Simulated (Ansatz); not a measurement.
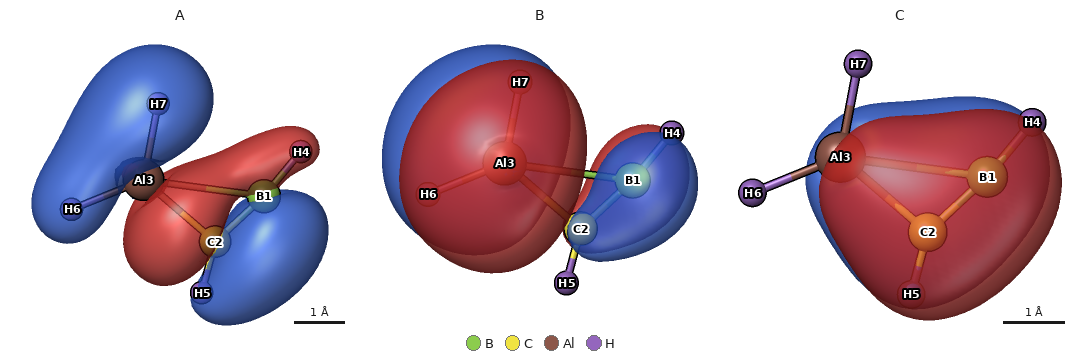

The picture shows: CH4AlB. Three frontier orbitals at ±0.06 Å⁻³ᐟ² (blue and red are the two phases), in no order.

Geometry: PBE0-D4/def2-TZVP.

Theory: RKS PBE0-D4/def2-TZVPP in Ansatz.

```xyz
7

B    -0.3784   -0.8371   -1.1092
C    -0.9963    0.0108   -0.2554
Al    0.5902    0.4958    0.7557
H     0.2905   -1.5388   -1.7732
H    -1.9186    0.4729    0.0515
H     0.4122    1.5255    1.9445
H     2.0004   -0.1291    0.3860
```

Q: Which picture is the HOMO−1, the HOMO and the LUMO?

A: A is the HOMO−1 (−8.40 eV). It lies mainly on C2 (about 40 %), Al3 (about 25 %), B1 (about 15 %) and H7 (about 15 %); it is symmetric in the molecular plane (an in-plane orbital: σ, lone-pair or in-plane π type). C is the HOMO (−7.43 eV). Its weight (Hirshfeld) is mainly on C2 (about 50 %), B1 (about 30 %) and Al3 (about 15 %); it changes sign across the molecular plane (π type); π-bonding across B1–C2 and B1–Al3. B is the LUMO (−1.10 eV). Its weight (Hirshfeld) is mainly on Al3 (about 70 %) and B1 (about 10 %); it changes sign across the molecular plane (π type).

Q: What is the HOMO–LUMO gap?

A: 6.33 eV between the orbital energies.
